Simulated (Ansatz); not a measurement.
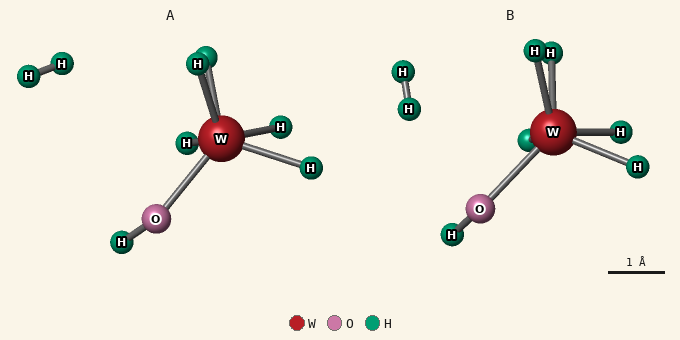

Two geometries of WH8O, drawn at one scale. One is the start of a relaxation, the other its converged end. A ball-and-stick model, seen face on.

All numbers below come from RKS PBE-D4/def2-TZVP in Ansatz 0.2.0. (no spin polarisation; force threshold 0.03 eV/Å; at most 50 steps)

Question: Which geometry has the lower energy?

Answer: Structure A is the relaxed one. The run prepares an end point of a later path (reaction) calculation, from a guessed geometry. The largest move after the best rigid fit is that of an H atom, 0.95 Å. By element the largest moves are H 0.95 Å, O 0.35 Å, W 0.19 Å. Some distances before and after: H–W 2.617 → 3.643 Å, H–W 2.916 → 3.227 Å, O–W 1.916 → 1.876 Å, H–H 0.715 → 0.753 Å. Bond angles that change, for instance: O–W–H 114.4° → 110.7°, H–W–H 109.4° → 112.7°, W–O–H 126.7° → 128.8°. The energy falls by 0.152 eV in 20 accepted moves (23 points after the start). Largest force component: 1.3 eV/Å at the start, 0.0076 eV/Å at the end. The line search rejected the trial steps at points 5, 19, 21 of the run. The forces were under the threshold at step 17, but the run went on from there.

Limits of the set-up: the start holds two separate molecules, 2.2 Å apart at their closest, whose relative position is a soft coordinate.
